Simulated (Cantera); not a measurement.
Feed: 1 mol Al, a varied amount of HCl, equilibrated at 875 K and 0.820 bar.

Equilibrium computed with Cantera from the NASA thermochemical tables; the gas is ideal and each condensed phase is pure. Candidate condensed phases: Al, AlCl3; 12 gas species. The tables' values for AlCl2 are old estimates; treat these amounts as uncertain. Rates play no part.

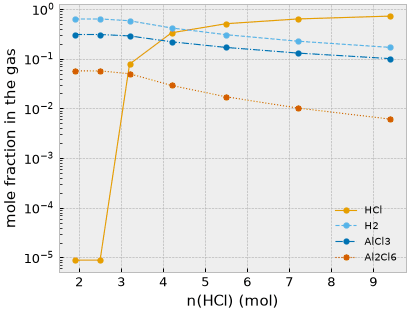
Figure: Equilibrium gas composition (values under 1e-9 drawn at 1e-9)

From 1.9 mol HCl to 2.5 mol HCl the condensed part is Al(s). From 3.2 mol HCl to 9.4 mol HCl nothing is condensed. The main Al-bearing gas is AlCl3 throughout.
